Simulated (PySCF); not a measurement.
**[Eu(NH3)8]3+: other functionals and bases at one geometry**

How far do other levels of theory move the description of [Eu(NH3)8]3+, and what does each cost? The structure is generated, not taken from experiment.

Program: PySCF 2.14.0. Level of theory: several levels, as the steps say, no spin–orbit coupling. These are calculated values, not measurements.

1 further run of the same task is left out (for a known fault of the program). Runs told in other sessions of the task aren't counted.

**1. The system as given**

33 atoms, charge 3, spin multiplicity 1.

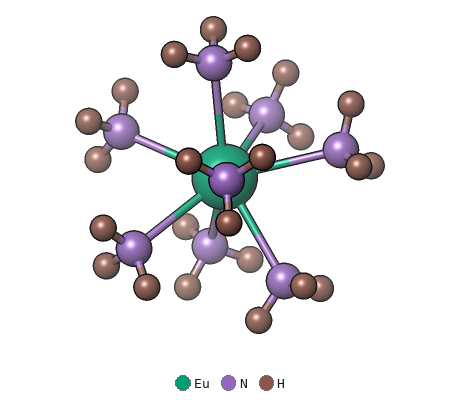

The structure; europium teal, nitrogen purple, hydrogen brown.

Geometry (Å):

```
Eu    0.0000    0.0000    0.0005
N     2.2201    0.0611    1.4746
H     2.0651   -0.0023    2.4976
H     2.8967   -0.7031    1.2981
H     2.8024    0.9128    1.3832
N    -0.0611    2.2201    1.4746
H     0.0023    2.0651    2.4976
H     0.7031    2.8967    1.2981
H    -0.9128    2.8024    1.3832
N    -2.2201   -0.0611    1.4746
H    -2.0651    0.0023    2.4976
H    -2.8967    0.7031    1.2981
H    -2.8024   -0.9128    1.3832
N     0.0611   -2.2201    1.4746
H    -0.0023   -2.0651    2.4976
H    -0.7031   -2.8967    1.2981
H     0.9128   -2.8024    1.3832
N     1.5337    1.6064   -1.4743
H     2.5521    1.5440   -1.2954
H     1.4710    1.4482   -2.4968
H     1.3441    2.6209   -1.3872
N    -1.6064    1.5337   -1.4743
H    -1.5440    2.5521   -1.2954
H    -1.4482    1.4710   -2.4968
H    -2.6209    1.3441   -1.3872
N    -1.5337   -1.6064   -1.4743
H    -2.5521   -1.5440   -1.2954
H    -1.4710   -1.4482   -2.4968
H    -1.3441   -2.6209   -1.3872
N     1.6064   -1.5337   -1.4743
H     1.5440   -2.5521   -1.2954
H     1.4482   -1.4710   -2.4968
H     2.6209   -1.3441   -1.3872
```

Formal oxidation states: Eu +3. Each metal's 6 4f electrons lie in its core potential, so multiplicities, spins and levels count the valence alone. An earlier session relaxed this geometry at BP86, Eu lcecp-1-SVP with ECP52, N def2-SVP, H def2-SVP (singlet, point group S8).

At BP86 on the finer grid: E = -486.858236 Eh, HOMO -18.46 eV, LUMO -11.99 eV, Mulliken charge on Eu1 +0.50 e, largest force component 0.005 eV/Å. 

Levels to run: M06-L; revPBE; PBE0; BLYP; BP86, TZVP. Hardware: 8 threads of Arm Neoverse V1, shared host.

**2. M06-L**

The input, run.py (the lines that set the calculation):

```python
mol = gto.M(atom='''
Eu     0.00000     0.00000     0.00052
N      2.22006     0.06108     1.47462
H      2.06513    -0.00234     2.49760
H      2.89670    -0.70306     1.29810
H      2.80240     0.91277     1.38315
N     -0.06108     2.22006     1.47462
H      0.00234     2.06513     2.49760
H      0.70306     2.89670     1.29810
H     -0.91277     2.80240     1.38315
N     -2.22006    -0.06108     1.47462
H     -2.06513     0.00234     2.49760
H     -2.89670     0.70306     1.29810
H     -2.80240    -0.91277     1.38315
N      0.06108    -2.22006     1.47462
H     -0.00234    -2.06513     2.49760
H     -0.70306    -2.89670     1.29810
H      0.91277    -2.80240     1.38315
N      1.53368     1.60641    -1.47427
H      2.55209     1.54404    -1.29535
H      1.47101     1.44823    -2.49682
H      1.34412     2.62087    -1.38716
N     -1.60641     1.53368    -1.47427
H     -1.54404     2.55209    -1.29535
H     -1.44823     1.47101    -2.49682
H     -2.62087     1.34412    -1.38716
N     -1.53368    -1.60641    -1.47427
H     -2.55209    -1.54404    -1.29535
H     -1.47101    -1.44823    -2.49682
H     -1.34412    -2.62087    -1.38716
N      1.60641    -1.53368    -1.47427
H      1.54404    -2.55209    -1.29535
H      1.44823    -1.47101    -2.49682
H      2.62087    -1.34412    -1.38716''',
    basis={'Eu': 'lcecp-1-SVP', 'N': 'def2-SVP', 'H': 'def2-SVP'},
    ecp={'Eu': 'lcecp-1-SVP'},
    charge=3, spin=0)
mf = dft.RKS(mol, xc='M06L')
mf.grids.atom_grid = (75, 302)  # f atoms: unpruned, at least (60, 302)
mf = mf.density_fit()  # fitting sets: Eu AutoAux, N def2-universal-JKFIT, H def2-universal-JKFIT
mf.conv_tol = 1e-08; mf.max_cycle = 55
mf.kernel(dm0)  # dm0: the density of the relaxed state
```

Run with:

```bash
$ OMP_NUM_THREADS=8 python run.py
```

The log of the run:

```text
init E= -486.765005749393
  HOMO = -0.691516068800625  LUMO = -0.419219169583041  gap/eV = 7.40958
cycle= 1 E= -486.777463287511  delta_E= -0.0125  |g|= 0.0544  |ddm|= 0.535
  HOMO = -0.695241657354691  LUMO = -0.442555796762232  gap/eV = 6.87593
cycle= 2 E= -486.777422989465  delta_E= 4.03e-05  |g|= 0.0581  |ddm|= 0.202
  HOMO = -0.692334782856498  LUMO = -0.429578492993894  gap/eV = 7.14996
cycle= 3 E= -486.778641286046  delta_E= -0.00122  |g|= 0.00798  |ddm|= 0.0983
  HOMO = -0.691510164036413  LUMO = -0.428897356860899  gap/eV = 7.14606
cycle= 4 E= -486.778652864311  delta_E= -1.16e-05  |g|= 0.00308  |ddm|= 0.00846
  HOMO = -0.691808083840791  LUMO = -0.429057037767656  gap/eV = 7.14982
cycle= 5 E= -486.778654971096  delta_E= -2.11e-06  |g|= 0.000261  |ddm|= 0.00325
  HOMO = -0.691804159171277  LUMO = -0.429095233081135  gap/eV = 7.14867
cycle= 6 E= -486.778654991858  delta_E= -2.08e-08  |g|= 3.65e-05  |ddm|= 0.000397
  HOMO = -0.691804349901154  LUMO = -0.429092932652065  gap/eV = 7.14874
cycle= 7 E= -486.778654992092  delta_E= -2.34e-10  |g|= 1.86e-05  |ddm|= 5.35e-05
  HOMO = -0.691801655371855  LUMO = -0.429092550063919  gap/eV = 7.14868
Extra cycle  E= -486.778654991971  delta_E= 1.21e-10  |g|= 2.99e-05  |ddm|= 3.9e-05
converged SCF energy = -486.778654991971
```

It took 52 s on 8 threads of Arm Neoverse V1, shared host.

It gives: E = -486.778655 Eh, HOMO -18.82 eV, LUMO -11.68 eV, Mulliken charge on Eu1 +1.01 e, largest force component 0.437 eV/Å. 

**3. revPBE**

Edit run.py (the lines that set the calculation) of step 2 so:

```diff
@@ -37,3 +37,3 @@
     charge=3, spin=0)
-mf = dft.RKS(mol, xc='M06L')
+mf = dft.RKS(mol, xc='PBE_R,PBE')
 mf.grids.atom_grid = (75, 302)  # f atoms: unpruned, at least (60, 302)
```

Run with:

```bash
$ OMP_NUM_THREADS=8 python run.py
```

The log of the run:

```text
init E= -486.686128608244
  HOMO = -0.672550262826059  LUMO = -0.429754075854497  gap/eV = 6.60682
cycle= 1 E= -486.687231325966  delta_E= -0.0011  |g|= 0.028  |ddm|= 0.168
  HOMO = -0.678196613359506  LUMO = -0.437150146107578  gap/eV = 6.55921
cycle= 2 E= -486.687045419525  delta_E= 0.000186  |g|= 0.0412  |ddm|= 0.0761
  HOMO = -0.674597561269924  LUMO = -0.433330316805216  gap/eV = 6.56522
cycle= 3 E= -486.687430637443  delta_E= -0.000385  |g|= 0.00525  |ddm|= 0.0427
  HOMO = -0.674527765957887  LUMO = -0.432576140346811  gap/eV = 6.58384
cycle= 4 E= -486.687438213356  delta_E= -7.58e-06  |g|= 0.00104  |ddm|= 0.00764
  HOMO = -0.674570110079322  LUMO = -0.432765972710369  gap/eV = 6.57983
cycle= 5 E= -486.687438545427  delta_E= -3.32e-07  |g|= 5.51e-05  |ddm|= 0.00198
  HOMO = -0.674572594949001  LUMO = -0.432759048578323  gap/eV = 6.58008
cycle= 6 E= -486.687438546328  delta_E= -9.01e-10  |g|= 7.9e-06  |ddm|= 0.000112
  HOMO = -0.674573730195083  LUMO = -0.432762700834431  gap/eV = 6.58001
Extra cycle  E= -486.687438546331  delta_E= -3.18e-12  |g|= 7.96e-06  |ddm|= 3.05e-05
converged SCF energy = -486.687438546331
```

Wall time 23 s (8 threads of Arm Neoverse V1, shared host).

Read off: E = -486.687439 Eh, HOMO -18.36 eV, LUMO -11.78 eV, Mulliken charge on Eu1 +0.63 e, largest force component 0.108 eV/Å. 

**4. PBE0**

Edit run.py (the lines that set the calculation) of step 3 so:

```diff
@@ -37,3 +37,3 @@
     charge=3, spin=0)
-mf = dft.RKS(mol, xc='PBE_R,PBE')
+mf = dft.RKS(mol, xc='PBE0')
 mf.grids.atom_grid = (75, 302)  # f atoms: unpruned, at least (60, 302)
```

Run with:

```bash
$ OMP_NUM_THREADS=8 python run.py
```

The log of the run:

```text
init E= -486.263100880434
  HOMO = -0.733648025098144  LUMO = -0.398628129874345  gap/eV = 9.11636
cycle= 1 E= -486.269346452815  delta_E= -0.00625  |g|= 0.0247  |ddm|= 0.309
  HOMO = -0.735373996763082  LUMO = -0.408216305371594  gap/eV = 8.90241
cycle= 2 E= -486.269441792992  delta_E= -9.53e-05  |g|= 0.0164  |ddm|= 0.0829
  HOMO = -0.733746929448044  LUMO = -0.403280205634822  gap/eV = 8.99246
cycle= 3 E= -486.269531755947  delta_E= -9e-05  |g|= 0.00213  |ddm|= 0.0332
  HOMO = -0.733675450913028  LUMO = -0.403420080823961  gap/eV = 8.98671
cycle= 4 E= -486.26953252312  delta_E= -7.67e-07  |g|= 0.00113  |ddm|= 0.00227
  HOMO = -0.733803023929348  LUMO = -0.403523002737751  gap/eV = 8.98738
cycle= 5 E= -486.269532795065  delta_E= -2.72e-07  |g|= 0.000168  |ddm|= 0.00114
  HOMO = -0.733793594091848  LUMO = -0.403532469457058  gap/eV = 8.98686
cycle= 6 E= -486.269532801264  delta_E= -6.2e-09  |g|= 6.69e-06  |ddm|= 0.000179
  HOMO = -0.733791617050376  LUMO = -0.403529237907012  gap/eV = 8.98690
Extra cycle  E= -486.269532801271  delta_E= -6.37e-12  |g|= 6.26e-06  |ddm|= 1.57e-05
converged SCF energy = -486.269532801271
```

Wall time 33 s (8 threads of Arm Neoverse V1, shared host).

It gives: E = -486.269533 Eh, HOMO -19.97 eV, LUMO -10.98 eV, Mulliken charge on Eu1 +0.81 e, largest force component 0.421 eV/Å. 

**5. BLYP**

Edit run.py (the lines that set the calculation) of step 4 so:

```diff
@@ -37,3 +37,3 @@
     charge=3, spin=0)
-mf = dft.RKS(mol, xc='PBE0')
+mf = dft.RKS(mol, xc='BLYP')
 mf.grids.atom_grid = (75, 302)  # f atoms: unpruned, at least (60, 302)
```

Run with:

```bash
$ OMP_NUM_THREADS=8 python run.py
```

The log of the run:

```text
init E= -486.547252865554
  HOMO = -0.66923910352557  LUMO = -0.427373517506918  gap/eV = 6.58150
cycle= 1 E= -486.549244891231  delta_E= -0.00199  |g|= 0.0542  |ddm|= 0.272
  HOMO = -0.668393516958888  LUMO = -0.437558699790689  gap/eV = 6.28134
cycle= 2 E= -486.547827973363  delta_E= 0.00142  |g|= 0.0955  |ddm|= 0.132
  HOMO = -0.67173060586488  LUMO = -0.434285935912001  gap/eV = 6.46120
cycle= 3 E= -486.549954394104  delta_E= -0.00213  |g|= 0.00647  |ddm|= 0.0846
  HOMO = -0.670786725988813  LUMO = -0.432774620997073  gap/eV = 6.47664
cycle= 4 E= -486.549965824242  delta_E= -1.14e-05  |g|= 0.00198  |ddm|= 0.0123
  HOMO = -0.67089360824042  LUMO = -0.43312657807323  gap/eV = 6.46997
cycle= 5 E= -486.549967132237  delta_E= -1.31e-06  |g|= 9.98e-05  |ddm|= 0.00375
  HOMO = -0.670884855702218  LUMO = -0.433125968504514  gap/eV = 6.46975
cycle= 6 E= -486.549967134654  delta_E= -2.42e-09  |g|= 6.74e-06  |ddm|= 0.000108
  HOMO = -0.670885011107191  LUMO = -0.433124397490197  gap/eV = 6.46980
Extra cycle  E= -486.549967134653  delta_E= 1.14e-12  |g|= 7.39e-06  |ddm|= 1.96e-05
converged SCF energy = -486.549967134653
```

Wall time 24 s (8 threads of Arm Neoverse V1, shared host).

Result: E = -486.549967 Eh, HOMO -18.26 eV, LUMO -11.79 eV, Mulliken charge on Eu1 +0.48 e, largest force component 0.077 eV/Å. 

**6. BP86, TZVP**

Basis: Eu lcecp-1-TZVP with ECP52, N def2-TZVP, H def2-TZVP. 

Edit run.py (the lines that set the calculation) of step 5 so:

```diff
@@ -34,6 +34,6 @@
 H      2.62087    -1.34412    -1.38716''',
-    basis={'Eu': 'lcecp-1-SVP', 'N': 'def2-SVP', 'H': 'def2-SVP'},
-    ecp={'Eu': 'lcecp-1-SVP'},
+    basis={'Eu': 'lcecp-1-TZVP', 'N': 'def2-TZVP', 'H': 'def2-TZVP'},
+    ecp={'Eu': 'lcecp-1-TZVP'},
     charge=3, spin=0)
-mf = dft.RKS(mol, xc='BLYP')
+mf = dft.RKS(mol, xc='B88,P86')
 mf.grids.atom_grid = (75, 302)  # f atoms: unpruned, at least (60, 302)
@@ -41,2 +41,2 @@
 mf.conv_tol = 1e-08; mf.max_cycle = 55
-mf.kernel(dm0)  # dm0: the density of the relaxed state
+mf.kernel(dm0)  # dm0: free metal ions and neutral atoms
```

Run with:

```bash
$ OMP_NUM_THREADS=8 python run.py
```

The log of the run:

```text
init E= -479.782504239099
  HOMO = -0.95382828062207  LUMO = -0.682380877301464  gap/eV = 7.38646
cycle= 1 E= -485.72165228182  delta_E= -5.94  |g|= 2.88  |ddm|= 3.52
  HOMO = -0.38912748358959  LUMO = -0.324534512576909  gap/eV = 1.75766
cycle= 2 E= -481.836629190493  delta_E= 3.89  |g|= 4.78  |ddm|= 6.13
  HOMO = -0.716182625989821  LUMO = -0.463313441460699  gap/eV = 6.88092
cycle= 3 E= -487.349887409033  delta_E= -5.51  |g|= 0.311  |ddm|= 5.19
  HOMO = -0.686000022919221  LUMO = -0.457683564243009  gap/eV = 6.21281
cycle= 4 E= -487.37232766287  delta_E= -0.0224  |g|= 0.0859  |ddm|= 0.269
  HOMO = -0.680622426747777  LUMO = -0.440825383246361  gap/eV = 6.52521
cycle= 5 E= -487.374377085326  delta_E= -0.00205  |g|= 0.0207  |ddm|= 0.14
  HOMO = -0.682683224587482  LUMO = -0.445896667649224  gap/eV = 6.44329
cycle= 6 E= -487.374528410511  delta_E= -0.000151  |g|= 0.00242  |ddm|= 0.0333
  HOMO = -0.682663450068453  LUMO = -0.445418943576234  gap/eV = 6.45575
cycle= 7 E= -487.374530345236  delta_E= -1.93e-06  |g|= 0.000581  |ddm|= 0.00429
  HOMO = -0.682673182901006  LUMO = -0.445489455513401  gap/eV = 6.45410
cycle= 8 E= -487.374530431515  delta_E= -8.63e-08  |g|= 0.000202  |ddm|= 0.000799
  HOMO = -0.682673106835242  LUMO = -0.445494525192128  gap/eV = 6.45396
cycle= 9 E= -487.374530439742  delta_E= -8.23e-09  |g|= 7.44e-05  |ddm|= 0.00016
  HOMO = -0.682675751748295  LUMO = -0.445497269420084  gap/eV = 6.45396
Extra cycle  E= -487.374530436866  delta_E= 2.88e-09  |g|= 0.00014  |ddm|= 0.000123
converged SCF energy = -487.374530436866
```

Wall time 98 s (8 threads of Arm Neoverse V1, shared host).

Read off: E = -487.374530 Eh, HOMO -18.58 eV, LUMO -12.12 eV, Mulliken charge on Eu1 +1.66 e, largest force component 0.341 eV/Å. 

**7. Results**

| level | state | HOMO (eV) | gap (eV) | charge on Eu1 (e) | dipole (D) | largest force component (eV/Å) | basis functions | time |
| --- | --- | --- | --- | --- | --- | --- | --- | --- |
| BP86 (relaxed here) | singlet | -18.46 | 6.48 | 0.50 | 0.00 | 0.01 | 265 | 25 s |
| M06-L | singlet | -18.82 | 7.15 | 1.01 | 0.05 | 0.44 | 265 | 52 s |
| revPBE | singlet | -18.36 | 6.58 | 0.63 | 0.00 | 0.11 | 265 | 23 s |
| PBE0 | singlet | -19.97 | 8.99 | 0.81 | 0.01 | 0.42 | 265 | 33 s |
| BLYP | singlet | -18.26 | 6.47 | 0.48 | 0.00 | 0.08 | 265 | 24 s |
| BP86, TZVP | singlet | -18.58 | 6.45 | 1.66 | 0.00 | 0.34 | 439 | 98 s |

Times are on 8 threads of Arm Neoverse V1, shared host; the first row also made further properties. The dipole of a charged species depends on the origin, so these sizes hold for this origin alone.

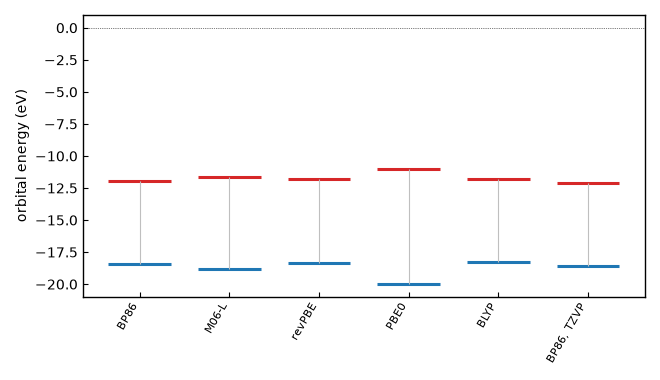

Highest filled and lowest empty level, method by method.

In one basis the HOMO–LUMO gap runs from 6.47 eV (BLYP) to 8.99 eV (PBE0). The largest leftover force, 0.44 eV/Å with M06-L, stands at a geometry relaxed at another level. The Mulliken charge on Eu spans +0.48 to +1.66 e over the levels. With 4f in the core, its levels are missing from HOMO and gap, and its count is fixed, so no charge can pass from the ligands into it. Total energies of different levels can't be compared. Spin–orbit coupling is left out throughout.
